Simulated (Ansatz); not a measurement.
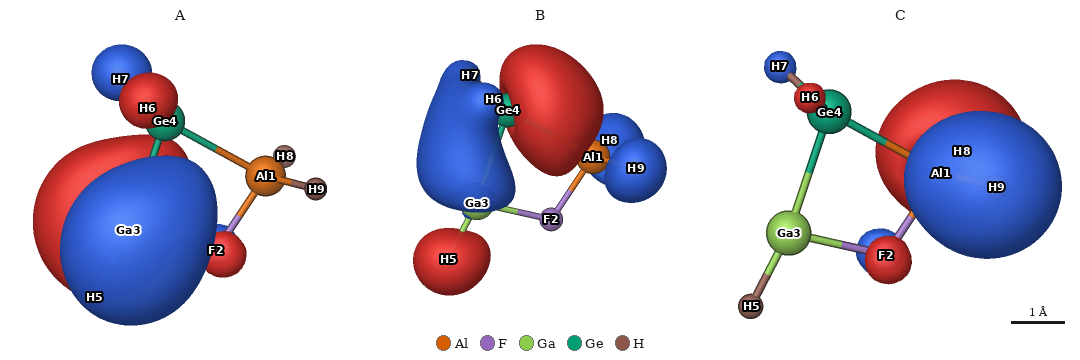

The picture shows: AlFGaGeH₅. Three frontier orbitals at ±0.08 Å⁻³ᐟ² (blue and red are the two phases), in no order.

Geometry: PBE0-D3(BJ)/def2-SVP.

All numbers below come from isolated molecule in a Gaussian basis; Kohn-Sham density functional theory, functional PBE0 (Ansatz 0.2.0).

The calculation's input:

```
crystal:
  periodic: [false, false, false]
  atoms:
    - {symbol: Al, position_ang: [2.057954, 1.854236, 0.006662]}
    - {symbol: F, position_ang: [0.734366, 0.538412, 0.121544]}
    - {symbol: Ga, position_ang: [-0.702199, 1.188286, 1.302839]}
    - {symbol: Ge, position_ang: [0.606917, 3.242064, 1.566025]}
    - {symbol: H, position_ang: [-1.710926, -0.018620, 1.290958]}
    - {symbol: H, position_ang: [0.790885, 3.386937, 3.094870]}
    - {symbol: H, position_ang: [-0.362371, 4.370822, 1.143250]}
    - {symbol: H, position_ang: [2.033257, 2.380773, -1.494286]}
    - {symbol: H, position_ang: [3.343796, 1.255796, 0.727253]}
basis:
  gaussian: {orbitals: def2-TZVPD}
hamiltonian: {xc: {name: PBE0}}
output: {forces: true, orbitals: {seedname: orbitals}}
```

Command:

```sh
ansatz run input.yaml --threads 2 --pin off --max-ram 4350MiB --events-out events.jsonl --progress --plain --runs-dir runs
```

Order the three orbitals by energy and name them.

Answer. C is the HOMO−1 (−7.98 eV). Its weight (Hirshfeld) is mainly on Al1 (about 35 %), H8 (about 30 %) and H9 (about 30 %). B is the HOMO (−6.89 eV). It lies mainly on Ge4 (about 45 %), Ga3 (about 20 %), Al1 (about 20 %) and H5 (about 5 %). A is the LUMO (−2.37 eV). Its weight (Hirshfeld) is mainly on Ga3 (about 75 %) and Ge4 (about 10 %).

What is the HOMO–LUMO gap?

Answer. 4.52 eV between the orbital energies.
